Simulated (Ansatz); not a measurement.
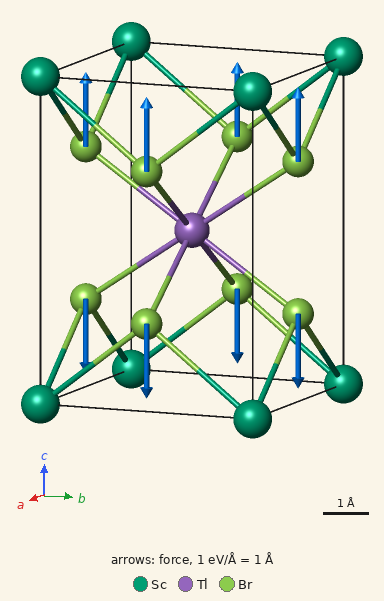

Starting geometry of a crystal of ScTlBr₄ (built on the NaHoF4-123 type type) with the computed forces as blue arrows. A ball-and-stick model of the cell of the calculation, seen slightly off an axis.

Method: Ansatz, DFT, PBEsol, plane waves, PAW. Set-up: plane-wave cutoff 420 eV; k-point mesh 4 × 4 × 4; occupations fermi dirac; smearing width 0.03 eV; no spin polarisation; cell and atoms relaxed; force threshold 0.01 eV/Å; at most 120 steps.

What follows when this structure is relaxed?

It isn't relaxed: the largest force vector, on Br atoms, is 1.69 eV/Å. The atoms end up moving mostly along the starting forces (cosine between the two patterns 1.00). The largest moves relative to the cell, 0.47 Å, are those of Br atoms. Tl and Sc stay in place. The drawn cell changes as follows: a = b 5.139 → 4.776 Å (−7.1 %), c 7.396 → 7.745 Å (+4.7 %); the volume changes by −9.6 %. Near-neighbour distances that change, for instance: Br–Br 3.953 → 3.205 Å, Br–Sc 3.242 → 2.876 Å, Br–Tl 3.093 → 3.294 Å. Bond angles that change, for instance: Tl–Br–Tl 112.4° → 92.9°, Sc–Br–Sc 104.9° → 112.3°, Sc–Br–Tl 109.8° → 112.6°. The space group stays P4/mmm (No. 123). The energy falls by 330 meV per atom in 6 accepted moves (7 points after the start). Largest force component: 1.7 eV/Å at the start, 0.0011 eV/Å at the end. Pressure: −3.38 GPa at the start and −0.02 GPa at the end. At 1 point the geometry stayed and the basis and grid were re-selected for the new cell (energy shift of 0.3 meV per atom at most each time). The run took 21 s on 2 threads of AMD EPYC 7R13 Processor (Zen 3), with other jobs on the host, peak memory 0.67 GiB.
